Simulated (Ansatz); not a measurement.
# GaH$_{3}$N (doublet): what the fields show

| atom | x (Å) | y (Å) | z (Å) |
| --- | --- | --- | --- |
| N | -0.0654 | -0.6955 | -0.2396 |
| Ga | 0.7090 | 1.6354 | 0.3439 |
| H | -1.0320 | -0.6623 | -0.5592 |
| H | -0.0058 | -1.3532 | 0.5351 |
| H | 0.4964 | -1.0552 | -1.0095 |

At this geometry the atoms fall into two loosely joined parts.

Computed with UKS B3LYP/def2-SVPD (Ansatz).

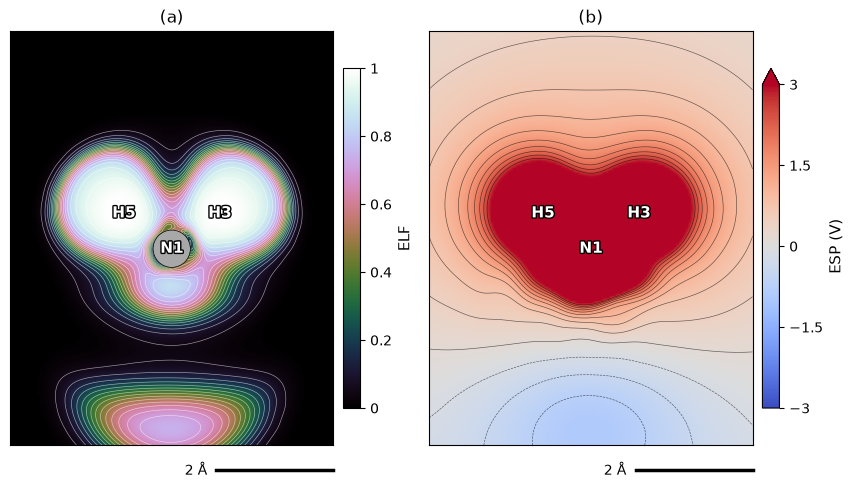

Figure 1. (a) electron localisation function; (b) electrostatic potential on the plane of atoms H3, N1 and H5. Grey discs cover the atomic cores in the ELF map.

Q: Interpret the plot.

A:
- The section cuts through N and H sites.
- N–H (1.02 Å): the ELF climbs to about 1 towards the hydrogen, as it does in any bond to H (a covalent bond by its length).
- Outside the dense part of the molecule the potential is most negative (−0.9 V) near H4, which lies off the plane.

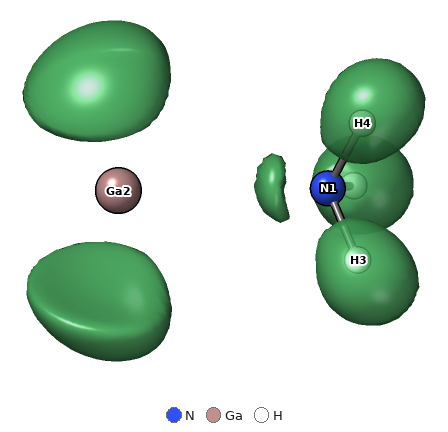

Figure 2. Isosurface of the electron localisation function at 0.9 (green), seen at a tilt. Core shells and regions of very low density are left out.

Q: What do the ELF domains correspond to?

A: At this value the surface marks out three regions around hydrogen nuclei, two lobes on Ga, pointing away from the bonds (non-bonding electrons) and one lobe on N, pointing away from the bonds (non-bonding electrons). Profiles from the grid: Ga2···N1 (2.52 Å): the ELF peaks at about 0.95 in the valence shell of N, 0.7 Å from its nucleus, and is about 0.20 at the midpoint.

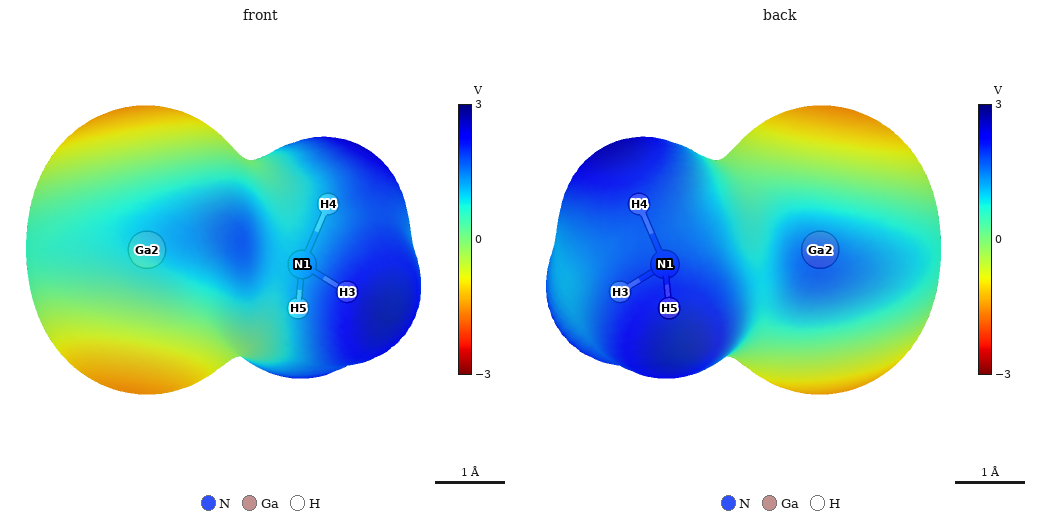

Figure 3. The molecular electrostatic potential painted on the density surface at 0.004 e/bohr³, seen from the front and from behind; the colour scale runs from red (negative) to blue (positive).

Q: Which sites attract a positive test charge, and which a negative one?

A: A positive charge is drawn to the negative regions and a negative charge to the positive ones. The most negative region (about −1.5 V, or −35 kcal/mol for a unit charge) lies over H4, the most positive (about +2.7 V, or +62 kcal/mol for a unit charge) over H3 and H5.
